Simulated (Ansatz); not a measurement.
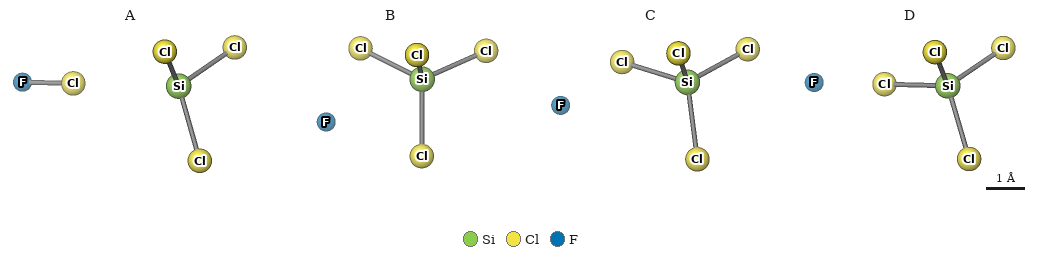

4 geometries from one relaxation of SiCl4F (multiplicity 2), in shuffled order. Style: ball-and-stick. Shown at a tilt.

The run prepares an end point of a later path (reaction) calculation, from a guessed geometry.

The calculation used UKS PBE-D4/def2-SVP in Ansatz. Set-up: collinear spin; force threshold 0.03 eV/Å; at most 50 steps.

> Order the frames from highest to lowest energy.

A, D, C, B. They are steps 0, 5, 10, 18, at +2.094 eV, +0.413 eV, +0.145 eV relative to the last. The largest move after the best rigid fit is that of the F atom, 1.72 Å. By element the largest moves are F 1.72 Å, Cl 1.28 Å, Si 0.55 Å. Near-neighbour distances that change, for instance: Cl–Si 3.319 → 2.090 Å, Cl–F 1.600 → 2.246 Å, Cl–Si 2.071 → 2.033 Å. New bonds form, among them: Cl–Si (3.32 → 2.09 Å). Bonds break, among them: Cl–F (1.60 → 2.25 Å). Over 16 accepted moves (18 points after the start) the energy falls by 2.094 eV. Largest force component: 3.2 eV/Å at the start, 0.0089 eV/Å at the end. The line search rejected the trial steps at points 15, 17 of the run.

Limits of the set-up: the start holds two separate molecules, 3.3 Å apart at their closest, whose relative position is a soft coordinate.
